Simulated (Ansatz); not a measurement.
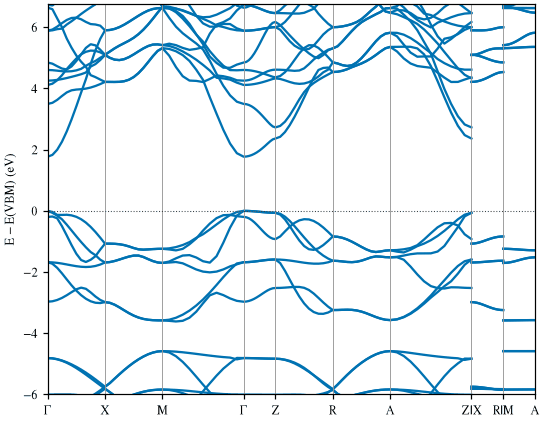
Figure: Band structure from DFT-r²SCAN in the program Ansatz with PAW potentials

Q: Read off the gap and where the band edges lie.

A: About 1.8 eV (1.77 eV by a search for the band edges); maximum at Γ, minimum at Γ.

The material is YSF in space group P4/nmm (No. 129; Y on 2c, S on 2c, F on 2a).

The first step of the workflow began from a Materials Project structure, measured or hypothetical; the Crystallography Open Database copy checked does not list it. COD files the formula under space group No. 194, so this cell is another polymorph or a model. Its standing as an ambient phase is unchecked. Symmetry was held in the r²SCAN relaxation; its stability against distortions is not shown here. The run is not spin-polarised. Spin–orbit coupling is left out wherever it is not named.

Potentials: the later of the program's two PAW sets.
